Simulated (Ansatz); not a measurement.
One stationary structure of SiC. Computed with PBE (plane waves to 420 eV, PAW, scalar-relativistic; Ansatz, an electronic-structure program).

F-43m (No. 216), cF8, zinc blende type; a = 4.380 Å, b = 4.380 Å, c = 4.380 Å, α = 90.00°, β = 90.00°, γ = 90.00°.

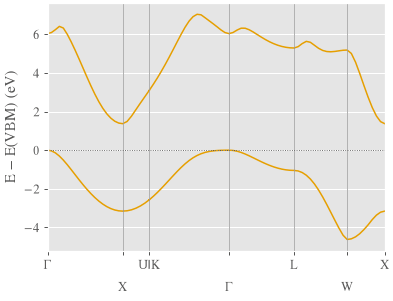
Fig. 1. Highest filled and lowest empty band along the path of this cell's Brillouin zone

### Question
Read off the gap and say whether it is direct.

### Answer
1.37 eV, indirect (valence top at Γ, conduction bottom at X) (no spin-orbit coupling).

### Question
How far does the top valence band disperse along this path?

### Answer
About 4.6 eV.

No spin polarisation in the result.

Measured for SiC: a 4.346 Å (static lattice; corrected from measurement; as listed in Daniel Mejia-Rodriguez, S. B. Trickey, Phys. Rev. B (2018)); gap 2.53 eV (static lattice; corrected from measurement; as listed in Wei Chen et al., Physical Review Materials (2018)). Computed minus measured — a: PBE +0.8 %; gap: PBE -1.16 eV. The computed values are for a static lattice, and a measured gap can be an optical one, lowered by exciton binding.

It was reached from a disturbed copy of a P6₃/mmc (No. 194) cell (NiAs type), against which it lies -1.26 eV/atom.
